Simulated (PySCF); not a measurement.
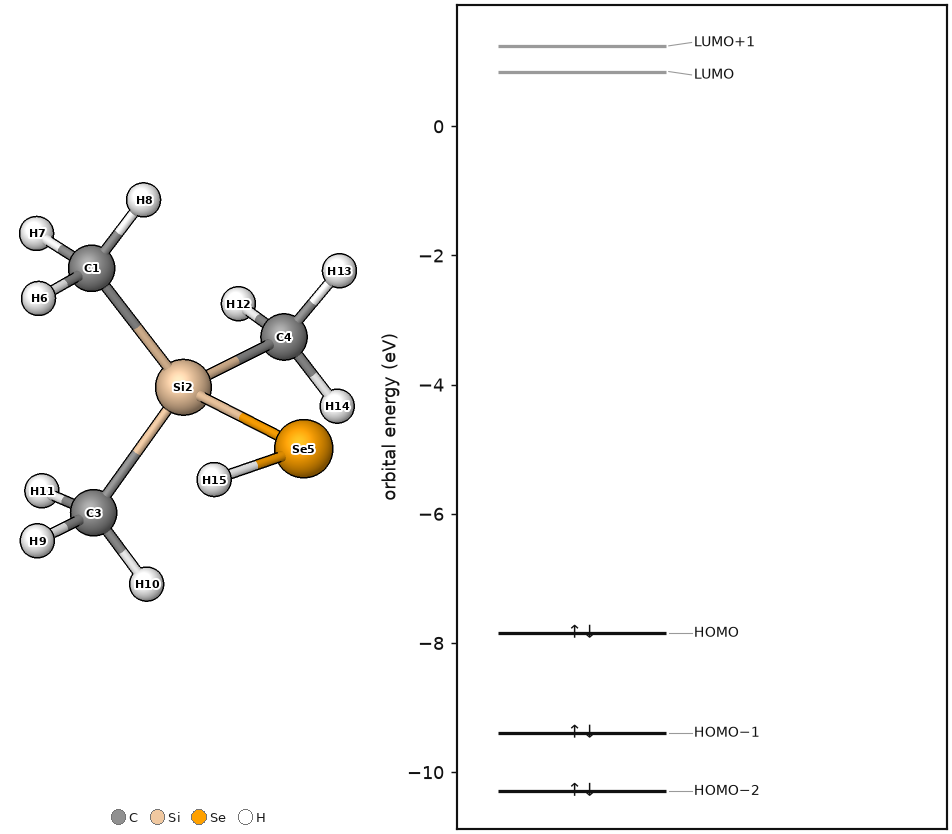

C₃H₁₀SeSi, SMILES C[Si](C)(C)[SeH]. Kohn-Sham orbital energies near the frontier, CAM-B3LYP/def2-SVPD, PySCF, at a GFN2-xTB geometry (no frequency check), isolated molecule; empty levels in grey, levels within 0.03 eV side by side.

Where do the frontier orbitals lie?

Answer. HOMO at −7.85 eV, LUMO at 0.85 eV, 8.69 eV apart.

How far below the HOMO does the next level lie?

Answer. 1.55 eV.

List the levels with the atoms that carry most of them (a dash for levels above zero or within 0.03 eV of another, where shares mean little).

Answer.
| orbital | energy (eV) | Löwdin shares |
| --- | --- | --- |
| LUMO+1 | 1.25 | – |
| LUMO | 0.85 | – |
| HOMO | −7.85 | Se5 78 %, Si2 7 %, H15 7 % |
| HOMO−1 | −9.39 | Se5 60 %, Si2 16 %, C1/C3 6 % each |
| HOMO−2 | −10.29 | C4 36 %, Si2 21 %, C3/C1 10 % each |

Note: the tight-binding geometry is rougher than a DFT one and adds to the error; spin-orbit coupling is left out, and with Se it can shift these levels and split any degenerate set; empty levels above zero depend strongly on the basis.
